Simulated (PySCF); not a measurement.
C₃H₇BN₂O₂Si (SMILES OB(O)c1cncn1[SiH3])

```yaml
atoms:
  - { symbol: O, position_ang: [2.8887, 0.1687, 0.5394] }
  - { symbol: B, position_ang: [1.6312, -0.2838, 0.2792] }
  - { symbol: O, position_ang: [1.4264, -1.6296, 0.1781] }
  - { symbol: C, position_ang: [0.3943, 0.6253, 0.0894] }
  - { symbol: C, position_ang: [0.2384, 2.0003, 0.1158] }
  - { symbol: N, position_ang: [-1.0537, 2.3642, -0.1020] }
  - { symbol: C, position_ang: [-1.6961, 1.2323, -0.2597] }
  - { symbol: N, position_ang: [-0.8874, 0.1361, -0.1585] }
  - { symbol: Si, position_ang: [-1.4426, -1.5598, -0.3133] }
  - { symbol: H, position_ang: [2.9496, 1.1262, 0.5953] }
  - { symbol: H, position_ang: [2.2319, -2.1421, 0.3062] }
  - { symbol: H, position_ang: [1.0116, 2.7531, 0.2822] }
  - { symbol: H, position_ang: [-2.7660, 1.1407, -0.4532] }
  - { symbol: H, position_ang: [-1.2305, -2.3086, 0.9510] }
  - { symbol: H, position_ang: [-0.8098, -2.2276, -1.4783] }
  - { symbol: H, position_ang: [-2.9048, -1.3981, -0.5607] }
```

Geometry: PBE0-D3(BJ)/def2-SVP.

These are results of CAM-B3LYP/def2-SVPD, SCF density, gas phase (PySCF 2.14.0), not measurements.

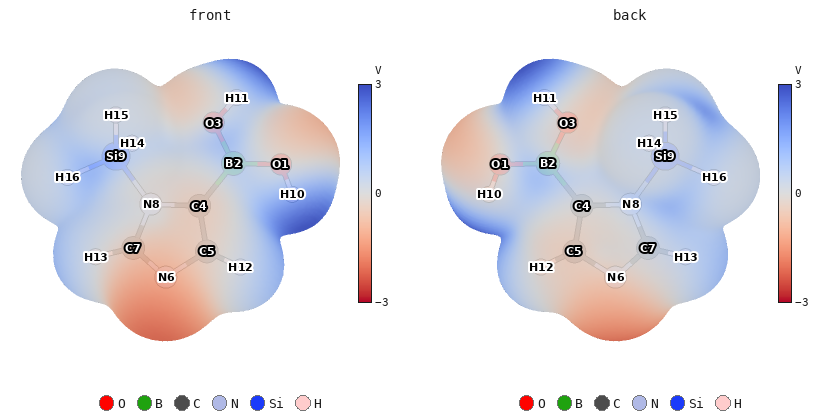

Figure 1. The electrostatic potential painted on the density surface at 0.002 e/bohr³, seen from the front and from behind; red is negative and blue positive.

Describe the electrostatic potential map.

The most negative region (about −2.0 V) lies over N6, the most positive (about +2.8 V) over H10 and H11. N6 is the likeliest acceptor of a hydrogen bond.

How polar is the molecule by this calculation?

Its dipole moment is 2.57 D.

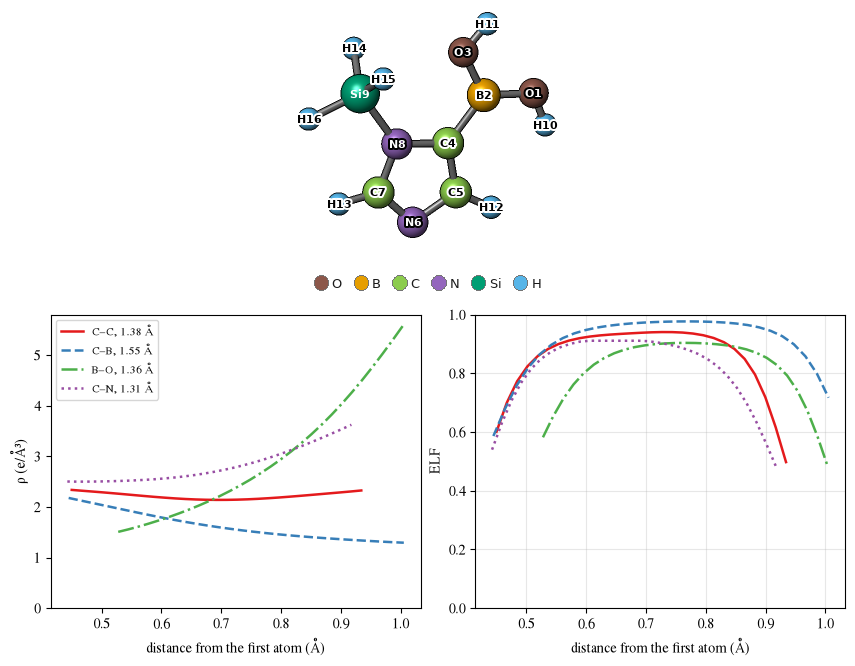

Figure 2. Total electron density and ELF along straight lines between neighbouring atoms. The curves leave out the atomic cores. The structure is drawn too.

What kind of bonding do the profiles show?

C–C (1.38 Å): ρ is about 2.1 e/Å³ halfway; the ELF peaks at about 0.95 between the atoms; a covalent bond.
C–B (1.55 Å): ρ is about 1.5 e/Å³ halfway; the ELF peaks at about 1 between the atoms; a covalent bond.
B–O (1.36 Å): ρ is about 2.1 e/Å³ halfway; the ELF peaks at about 0.90 between the atoms; a polar covalent bond.
C–N (1.31 Å): the density is about 2.6 e/Å³ at the midpoint; the ELF peaks at about 0.90 between the atoms (a covalent bond).
